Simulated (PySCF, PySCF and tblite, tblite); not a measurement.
**C6H18Si2: conformers and averaged spectra, part 1 of 3**

Which conformers does C6H18Si2 (`C[Si](C)(C)CCC[SiH3]`) populate, and what do their averaged NMR parameters look like?

Computed with tblite 0.8.0 (tight binding) and PySCF 2.14.0 (DFT, with response routines of our own); each step states its level. Atoms count from 0 throughout.

### Step 1. The molecule as given

26 atoms, charge 0, multiplicity 1; geometry from: MMFF94s geometry.

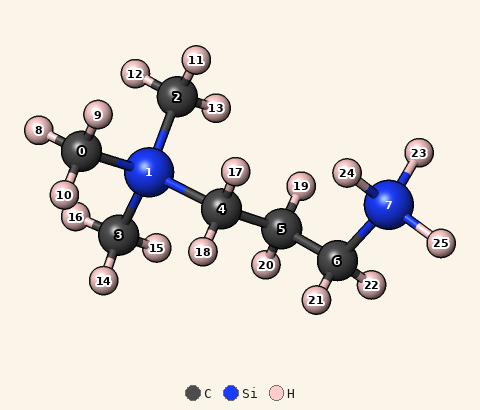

The starting geometry (carbon dark grey, silicon blue, hydrogen pink), atoms numbered.

### Step 2. GFN2-xTB relaxation, conformer 1

What the job is given:

```
{"job": {"xc": "GFN2-xTB", "basis": "xTB", "kind": "relax"}, "charge": 0, "multiplicity": 1}
C     -2.595600     0.149400     1.577500
Si    -1.565900    -0.119200     0.033100
C     -1.822900     1.280000    -1.160900
C     -2.033100    -1.745000    -0.762700
C      0.282200    -0.174700     0.567400
C      1.270700    -0.388300    -0.593900
C      2.733500    -0.488500    -0.124600
Si     3.588700     1.093400     0.408700
H     -3.662100     0.183900     1.322800
H     -2.341200     1.095400     2.066100
H     -2.454800    -0.658600     2.297200
H     -1.532300     2.233600    -0.719500
H     -2.893100     1.357800    -1.431200
H     -1.246200     1.129600    -2.080600
H     -1.847100    -2.577400    -0.069100
H     -1.457000    -1.920000    -1.655200
H     -3.093100    -1.756800    -1.014300
H      0.491600     0.766000     1.073300
H      0.393300    -0.973500     1.303400
H      1.179000     0.412900    -1.330800
H      1.020100    -1.317800    -1.101600
H      2.800000    -1.219100     0.695600
H      3.326800    -0.897100    -0.937000
H      3.543200     2.069800    -0.704500
H      2.905700     1.677700     1.592700
H      4.988600     0.808900     0.761300
```

Run with:

```console
OMP_NUM_THREADS=1 python ens_run.py task.json out
```

The driver reads the study from task.json and runs its stages one after another.

Log:

```text
step      E/eV     max force
  0    -692.63320    1.273
  1    -692.69901    0.356
  2    -692.71218    0.218
  3    -692.72426    0.216
  4    -692.73785    0.342
  5    -692.74854    0.295
  6    -692.75474    0.139
  7    -692.75767    0.101
  8    -692.75906    0.061
  9    -692.75971    0.061
 10    -692.76007    0.050
 11    -692.76033    0.039
 12    -692.76032    0.039
 13    -692.76045    0.039
 14    -692.76068    0.035
 15    -692.76080    0.032
 16    -692.76109    0.040
 17    -692.76137    0.038
 18    -692.76173    0.043
 19    -692.76204    0.042
 20    -692.76229    0.036
 21    -692.76249    0.034
 22    -692.76272    0.036
 23    -692.76299    0.051
 24    -692.76326    0.045
 25    -692.76347    0.034
 26    -692.76362    0.035
 27    -692.76377    0.034
 28    -692.76396    0.045
 29    -692.76418    0.040
 30    -692.76437    0.028
 31    -692.76455    0.036
 32    -692.76474    0.035
 33    -692.76493    0.030
 34    -692.76510    0.027
 35    -692.76524    0.033
 36    -692.76540    0.038
 37    -692.76561    0.045
 38    -692.76585    0.042
 39    -692.76604    0.029
 40    -692.76619    0.024
 41    -692.76632    0.027
 42    -692.76649    0.033
 43    -692.76669    0.031
 44    -692.76689    0.024
 45    -692.76708    0.028
 46    -692.76728    0.032
 47    -692.76746    0.033
 48    -692.76764    0.031
 49    -692.76785    0.031
 50    -692.76810    0.043
 51    -692.76839    0.044
 52    -692.76863    0.029
 53    -692.76879    0.029
 54    -692.76891    0.025
 55    -692.76903    0.028
 56    -692.76915    0.022
 57    -692.76923    0.023
 58    -692.76931    0.022
 59    -692.76940    0.026
 60    -692.76949    0.026
 61    -692.76958    0.032
 62    -692.76967    0.033
 63    -692.76979    0.034
 64    -692.76996    0.044
 65    -692.77016    0.035
 66    -692.77036    0.035
 67    -692.77054    0.044
 68    -692.77077    0.052
 69    -692.77111    0.068
 70    -692.77152    0.056
 71    -692.77184    0.034
 72    -692.77197    0.033
 73    -692.77212    0.043
 74    -692.77222    0.028
 75    -692.77237    0.018
 76    -692.77244    0.022
 77    -692.77252    0.032
 78    -692.77260    0.031
 79    -692.77270    0.022
 80    -692.77278    0.017
 81    -692.77284    0.018
 82    -692.77290    0.019
 83    -692.77299    0.026
 84    -692.77311    0.025
 85    -692.77323    0.017
 86    -692.77331    0.017
 87    -692.77335    0.016
 88    -692.77338    0.015
 89    -692.77343    0.013
 90    -692.77348    0.014
 91    -692.77353    0.014
 92    -692.77359    0.015
 93    -692.77365    0.013
 94    -692.77369    0.015
 95    -692.77373    0.014
 96    -692.77376    0.013
 97    -692.77378    0.011
 98    -692.77382    0.010
 99    -692.77385    0.012
100    -692.77389    0.011
101    -692.77391    0.009
102    -692.77393    0.009
103    -692.77395    0.009
104    -692.77397    0.010
105    -692.77399    0.007
106    -692.77401    0.009
107    -692.77403    0.012
108    -692.77405    0.011
109    -692.77408    0.009
110    -692.77409    0.007
111    -692.77410    0.006
112    -692.77411    0.007
113    -692.77412    0.008
114    -692.77413    0.007
115    -692.77414    0.007
116    -692.77415    0.006
117    -692.77416    0.008
118    -692.77418    0.010
119    -692.77419    0.009
120    -692.77421    0.007
121    -692.77422    0.006
122    -692.77423    0.009
123    -692.77425    0.011
124    -692.77426    0.009
125    -692.77427    0.006
126    -692.77428    0.006
127    -692.77429    0.006
128    -692.77429    0.007
129    -692.77431    0.006
130    -692.77432    0.005
131    -692.77432    0.005
132    -692.77433    0.005
133    -692.77433    0.007
134    -692.77434    0.007
135    -692.77435    0.006
136    -692.77436    0.006
137    -692.77437    0.007
138    -692.77437    0.005
139    -692.77438    0.005
140    -692.77439    0.004
```

It took 1.4 s on 1 thread of Arm Neoverse V1, shared host.

Gain 0.141 eV; displacement 0.19 Å root mean square.

### Step 3. GFN2-xTB relaxation, conformer 2

What the job is given:

```
{"job": {"xc": "GFN2-xTB", "basis": "xTB", "kind": "relax"}, "charge": 0, "multiplicity": 1}
C     -1.674300    -0.096100     2.056700
Si    -1.662200    -0.123300     0.174400
C     -1.992900     1.582100    -0.488300
C     -2.961200    -1.317500    -0.449700
C      0.055300    -0.721800    -0.413200
C      1.234300     0.154800     0.005300
C      2.563400    -0.402100    -0.530800
Si     4.096900     0.578800    -0.069100
H     -1.445700    -1.084700     2.466800
H     -2.673700     0.203700     2.429000
H     -0.950000     0.616200     2.442300
H     -1.271700     2.303000    -0.117500
H     -3.002000     1.928000    -0.179600
H     -1.953800     1.585500    -1.587400
H     -3.960600    -1.007600    -0.111000
H     -2.774300    -2.332400    -0.049500
H     -2.954900    -1.360300    -1.531200
H      0.199500    -1.747000    -0.049200
H      0.016700    -0.773100    -1.508900
H      1.284300     0.219500     1.109700
H      1.092800     1.187100    -0.354000
H      2.692100    -1.427500    -0.158500
H      2.516400    -0.460400    -1.607800
H      4.230100     0.628300     1.402400
H      5.299000    -0.066500    -0.646100
H      3.975600     1.955900    -0.597800
```

Log:

```text
step      E/eV     max force
  0    -692.64309    1.325
  1    -692.71528    0.292
  2    -692.72854    0.192
  3    -692.73978    0.196
  4    -692.75203    0.268
  5    -692.76073    0.233
  6    -692.76632    0.128
  7    -692.76937    0.124
  8    -692.77088    0.065
  9    -692.77148    0.045
 10    -692.77174    0.031
 11    -692.77174    0.031
 12    -692.77185    0.027
 13    -692.77208    0.024
 14    -692.77216    0.023
 15    -692.77235    0.027
 16    -692.77251    0.032
 17    -692.77270    0.032
 18    -692.77285    0.032
 19    -692.77302    0.035
 20    -692.77322    0.038
 21    -692.77344    0.033
 22    -692.77362    0.026
 23    -692.77372    0.026
 24    -692.77380    0.021
 25    -692.77391    0.026
 26    -692.77406    0.029
 27    -692.77421    0.022
 28    -692.77431    0.022
 29    -692.77440    0.019
 30    -692.77450    0.023
 31    -692.77462    0.026
 32    -692.77474    0.023
 33    -692.77481    0.017
 34    -692.77486    0.015
 35    -692.77492    0.015
 36    -692.77497    0.017
 37    -692.77503    0.019
 38    -692.77507    0.013
 39    -692.77509    0.009
 40    -692.77511    0.012
 41    -692.77514    0.015
 42    -692.77518    0.020
 43    -692.77522    0.020
 44    -692.77527    0.015
 45    -692.77532    0.017
 46    -692.77536    0.016
 47    -692.77540    0.015
 48    -692.77542    0.012
 49    -692.77545    0.013
 50    -692.77550    0.013
 51    -692.77556    0.019
 52    -692.77563    0.021
 53    -692.77567    0.013
 54    -692.77570    0.010
 55    -692.77571    0.009
 56    -692.77574    0.013
 57    -692.77577    0.013
 58    -692.77579    0.009
 59    -692.77581    0.009
 60    -692.77582    0.010
 61    -692.77584    0.012
 62    -692.77586    0.009
 63    -692.77586    0.005
 64    -692.77587    0.006
 65    -692.77588    0.007
 66    -692.77589    0.008
 67    -692.77590    0.007
 68    -692.77590    0.006
 69    -692.77591    0.006
 70    -692.77592    0.009
 71    -692.77593    0.008
 72    -692.77594    0.007
 73    -692.77595    0.008
 74    -692.77596    0.009
 75    -692.77597    0.010
 76    -692.77598    0.006
 77    -692.77598    0.005
 78    -692.77598    0.004
 79    -692.77599    0.005
 80    -692.77599    0.005
 81    -692.77599    0.005
 82    -692.77600    0.004
 83    -692.77600    0.005
 84    -692.77600    0.004
```

Run time: 0.88 s. Hardware: 1 thread of Arm Neoverse V1, shared host.

Gain 0.133 eV; displacement 0.07 Å root mean square.

### Step 4. GFN2-xTB relaxation, conformer 3

What the job is given:

```
{"job": {"xc": "GFN2-xTB", "basis": "xTB", "kind": "relax"}, "charge": 0, "multiplicity": 1}
C     -1.581400     0.535200    -1.586400
Si    -1.494400    -0.056100     0.176700
C     -3.059900    -0.993000     0.621300
C     -1.315700     1.406900     1.340300
C     -0.021500    -1.258900     0.402800
C      1.288800    -0.928500    -0.326000
C      2.069500     0.241000     0.300800
Si     3.776500     0.552900    -0.414800
H     -1.662700    -0.310200    -2.274900
H     -0.705100     1.116200    -1.847500
H     -2.469600     1.175200    -1.729500
H     -3.207000    -1.851500    -0.044300
H     -3.944800    -0.333600     0.524800
H     -3.027000    -1.353700     1.646300
H     -1.165100     1.066900     2.379000
H     -2.221100     2.017500     1.338400
H     -0.468400     2.036100     1.071700
H      0.162400    -1.398400     1.467600
H     -0.369400    -2.223200     0.022700
H      1.113300    -0.727400    -1.380500
H      1.918200    -1.822400    -0.283000
H      1.496600     1.166800     0.194000
H      2.190200     0.068200     1.392800
H      3.649900     0.847900    -1.868300
H      4.410800     1.703500     0.271200
H      4.615600    -0.654800    -0.238800
```

Log:

```text
step      E/eV     max force
  0    -692.62298    1.073
  1    -692.68792    0.267
  2    -692.70135    0.195
  3    -692.71347    0.212
  4    -692.72582    0.304
  5    -692.73435    0.231
  6    -692.74028    0.202
  7    -692.74409    0.161
  8    -692.74622    0.086
  9    -692.74717    0.070
 10    -692.74773    0.055
 11    -692.74817    0.056
 12    -692.74854    0.060
 13    -692.74888    0.041
 14    -692.74925    0.057
 15    -692.74975    0.067
 16    -692.75035    0.068
 17    -692.75092    0.062
 18    -692.75132    0.039
 19    -692.75132    0.039
 20    -692.75149    0.036
 21    -692.75196    0.031
 22    -692.75207    0.028
 23    -692.75229    0.020
 24    -692.75238    0.022
 25    -692.75249    0.022
 26    -692.75258    0.023
 27    -692.75270    0.024
 28    -692.75283    0.025
 29    -692.75298    0.034
 30    -692.75318    0.037
 31    -692.75341    0.041
 32    -692.75367    0.037
 33    -692.75394    0.042
 34    -692.75421    0.042
 35    -692.75449    0.035
 36    -692.75477    0.039
 37    -692.75507    0.042
 38    -692.75534    0.040
 39    -692.75554    0.034
 40    -692.75568    0.028
 41    -692.75580    0.026
 42    -692.75593    0.029
 43    -692.75606    0.032
 44    -692.75616    0.020
 45    -692.75623    0.021
 46    -692.75630    0.020
 47    -692.75641    0.034
 48    -692.75656    0.041
 49    -692.75673    0.033
 50    -692.75688    0.024
 51    -692.75702    0.022
 52    -692.75717    0.026
 53    -692.75731    0.027
 54    -692.75743    0.021
 55    -692.75753    0.022
 56    -692.75763    0.023
 57    -692.75775    0.029
 58    -692.75788    0.028
 59    -692.75798    0.019
 60    -692.75805    0.017
 61    -692.75813    0.018
 62    -692.75823    0.024
 63    -692.75835    0.025
 64    -692.75847    0.021
 65    -692.75856    0.021
 66    -692.75865    0.024
 67    -692.75873    0.031
 68    -692.75882    0.030
 69    -692.75892    0.024
 70    -692.75902    0.023
 71    -692.75912    0.031
 72    -692.75925    0.037
 73    -692.75937    0.031
 74    -692.75949    0.027
 75    -692.75960    0.030
 76    -692.75972    0.038
 77    -692.75984    0.042
 78    -692.75993    0.030
 79    -692.75998    0.017
 80    -692.76002    0.016
 81    -692.76006    0.020
 82    -692.76010    0.019
 83    -692.76013    0.016
 84    -692.76017    0.017
 85    -692.76022    0.023
 86    -692.76029    0.034
 87    -692.76036    0.031
 88    -692.76041    0.015
 89    -692.76046    0.017
 90    -692.76051    0.023
 91    -692.76059    0.036
 92    -692.76068    0.035
 93    -692.76075    0.018
 94    -692.76079    0.014
 95    -692.76082    0.013
 96    -692.76085    0.017
 97    -692.76087    0.011
 98    -692.76089    0.008
 99    -692.76090    0.009
100    -692.76092    0.018
101    -692.76096    0.025
102    -692.76101    0.024
103    -692.76105    0.013
104    -692.76108    0.012
105    -692.76112    0.015
106    -692.76118    0.027
107    -692.76127    0.031
108    -692.76136    0.022
109    -692.76143    0.012
110    -692.76146    0.012
111    -692.76149    0.016
112    -692.76153    0.014
113    -692.76157    0.013
114    -692.76162    0.016
115    -692.76167    0.023
116    -692.76173    0.024
117    -692.76178    0.016
118    -692.76181    0.012
119    -692.76183    0.009
120    -692.76185    0.012
121    -692.76187    0.014
122    -692.76190    0.015
123    -692.76192    0.009
124    -692.76193    0.008
125    -692.76194    0.007
126    -692.76195    0.006
127    -692.76196    0.006
128    -692.76197    0.008
129    -692.76198    0.012
130    -692.76200    0.011
131    -692.76202    0.009
132    -692.76204    0.011
133    -692.76207    0.013
134    -692.76209    0.014
135    -692.76211    0.010
136    -692.76212    0.008
137    -692.76213    0.008
138    -692.76215    0.012
139    -692.76217    0.014
140    -692.76219    0.009
141    -692.76220    0.007
142    -692.76221    0.005
143    -692.76222    0.007
144    -692.76223    0.006
145    -692.76223    0.006
146    -692.76224    0.007
147    -692.76225    0.009
148    -692.76227    0.011
149    -692.76228    0.007
150    -692.76229    0.007
151    -692.76230    0.006
152    -692.76231    0.010
153    -692.76234    0.014
154    -692.76236    0.012
155    -692.76239    0.009
156    -692.76241    0.009
157    -692.76244    0.013
158    -692.76247    0.015
159    -692.76252    0.016
160    -692.76257    0.019
161    -692.76262    0.019
162    -692.76269    0.019
163    -692.76277    0.022
164    -692.76286    0.018
165    -692.76289    0.038
166    -692.76295    0.017
167    -692.76298    0.013
168    -692.76302    0.014
169    -692.76304    0.012
170    -692.76307    0.009
171    -692.76308    0.009
172    -692.76309    0.007
173    -692.76310    0.009
174    -692.76311    0.009
175    -692.76312    0.011
176    -692.76313    0.008
177    -692.76314    0.008
178    -692.76315    0.008
179    -692.76317    0.012
180    -692.76319    0.013
181    -692.76321    0.009
182    -692.76323    0.007
183    -692.76325    0.008
184    -692.76326    0.007
185    -692.76326    0.005
186    -692.76327    0.005
187    -692.76327    0.005
188    -692.76328    0.005
189    -692.76328    0.004
190    -692.76328    0.004
```

Run time: 1.9 s. Hardware: 1 thread of Arm Neoverse V1, shared host.

The energy fell by 0.140 eV, and the atoms moved 0.22 Å (root mean square).

### Step 5. GFN2-xTB relaxation, conformer 4

What the job is given:

```
{"job": {"xc": "GFN2-xTB", "basis": "xTB", "kind": "relax"}, "charge": 0, "multiplicity": 1}
C     -1.993400    -0.971800    -1.191800
Si    -1.332800     0.307900    -0.002800
C     -1.127100    -0.458700     1.713500
C     -2.533100     1.753400     0.113400
C      0.343700     0.973600    -0.609000
C      1.330800    -0.009100    -1.258100
C      1.991800    -1.028300    -0.320900
Si     3.194300    -0.388700     0.972900
H     -2.984200    -1.318500    -0.869800
H     -1.344100    -1.839000    -1.245200
H     -2.101200    -0.545200    -2.195900
H     -0.538200    -1.369800     1.677100
H     -2.120000    -0.714000     2.134900
H     -0.649600     0.248300     2.391700
H     -3.510700     1.412900     0.483200
H     -2.672500     2.211700    -0.846600
H     -2.155400     2.508600     0.817100
H      0.092800     1.717600    -1.379800
H      0.817900     1.531700     0.207300
H      2.130500     0.579900    -1.738100
H      0.825700    -0.550600    -2.055700
H      1.222700    -1.633300     0.176500
H      2.561900    -1.724400    -0.932600
H      3.781200    -1.538800     1.709000
H      4.276100     0.385300     0.320300
H      2.472100     0.482200     1.942700
```

Log:

```text
step      E/eV     max force
  0    -692.62814    0.945
  1    -692.68273    0.334
  2    -692.69625    0.205
  3    -692.70767    0.220
  4    -692.71885    0.326
  5    -692.72910    0.263
  6    -692.73633    0.197
  7    -692.74066    0.140
  8    -692.74312    0.102
  9    -692.74464    0.089
 10    -692.74584    0.078
 11    -692.74705    0.090
 12    -692.74843    0.106
 13    -692.75006    0.119
 14    -692.75187    0.100
 15    -692.75374    0.112
 16    -692.75556    0.103
 17    -692.75719    0.082
 18    -692.75849    0.068
 19    -692.75941    0.071
 20    -692.76008    0.064
 21    -692.76063    0.053
 22    -692.76109    0.048
 23    -692.76150    0.046
 24    -692.76186    0.046
 25    -692.76218    0.047
 26    -692.76246    0.037
 27    -692.76246    0.037
 28    -692.76259    0.034
 29    -692.76287    0.027
 30    -692.76297    0.028
 31    -692.76324    0.033
 32    -692.76341    0.027
 33    -692.76358    0.031
 34    -692.76374    0.034
 35    -692.76393    0.034
 36    -692.76412    0.029
 37    -692.76433    0.028
 38    -692.76455    0.038
 39    -692.76478    0.045
 40    -692.76498    0.035
 41    -692.76513    0.024
 42    -692.76525    0.026
 43    -692.76539    0.031
 44    -692.76555    0.040
 45    -692.76572    0.040
 46    -692.76593    0.032
 47    -692.76622    0.041
 48    -692.76660    0.046
 49    -692.76697    0.039
 50    -692.76721    0.027
 51    -692.76737    0.025
 52    -692.76752    0.031
 53    -692.76774    0.036
 54    -692.76801    0.033
 55    -692.76826    0.033
 56    -692.76845    0.030
 57    -692.76858    0.022
 58    -692.76870    0.023
 59    -692.76882    0.026
 60    -692.76895    0.030
 61    -692.76910    0.028
 62    -692.76930    0.030
 63    -692.76956    0.037
 64    -692.76983    0.034
 65    -692.77004    0.029
 66    -692.77017    0.021
 67    -692.77027    0.019
 68    -692.77038    0.021
 69    -692.77051    0.031
 70    -692.77065    0.033
 71    -692.77077    0.026
 72    -692.77088    0.021
 73    -692.77099    0.026
 74    -692.77113    0.032
 75    -692.77132    0.039
 76    -692.77155    0.036
 77    -692.77177    0.026
 78    -692.77195    0.021
 79    -692.77211    0.033
 80    -692.77227    0.039
 81    -692.77240    0.031
 82    -692.77248    0.015
 83    -692.77253    0.017
 84    -692.77259    0.025
 85    -692.77267    0.034
 86    -692.77277    0.032
 87    -692.77285    0.017
 88    -692.77289    0.013
 89    -692.77292    0.015
 90    -692.77294    0.018
 91    -692.77296    0.012
 92    -692.77298    0.007
 93    -692.77299    0.010
 94    -692.77301    0.014
 95    -692.77302    0.014
 96    -692.77303    0.008
 97    -692.77304    0.006
 98    -692.77306    0.011
 99    -692.77307    0.017
100    -692.77310    0.018
101    -692.77312    0.011
102    -692.77313    0.009
103    -692.77314    0.009
104    -692.77316    0.016
105    -692.77318    0.016
106    -692.77320    0.010
107    -692.77322    0.009
108    -692.77323    0.011
109    -692.77326    0.017
110    -692.77329    0.021
111    -692.77333    0.015
112    -692.77335    0.008
113    -692.77336    0.008
114    -692.77337    0.011
115    -692.77339    0.016
116    -692.77342    0.013
117    -692.77344    0.008
118    -692.77345    0.008
119    -692.77346    0.008
120    -692.77347    0.009
121    -692.77349    0.010
122    -692.77351    0.010
123    -692.77354    0.011
124    -692.77356    0.012
125    -692.77358    0.013
126    -692.77361    0.014
127    -692.77364    0.015
128    -692.77367    0.015
129    -692.77371    0.013
130    -692.77376    0.016
131    -692.77381    0.015
132    -692.77385    0.012
133    -692.77387    0.008
134    -692.77389    0.008
135    -692.77391    0.008
136    -692.77392    0.006
137    -692.77393    0.006
138    -692.77393    0.005
139    -692.77394    0.005
140    -692.77394    0.005
141    -692.77395    0.004
142    -692.77395    0.004
143    -692.77395    0.004
```

Run time: 1.5 s. Hardware: 1 thread of Arm Neoverse V1, shared host.

Gain 0.146 eV; displacement 0.18 Å root mean square.

(Continued in part 2 of 3.)
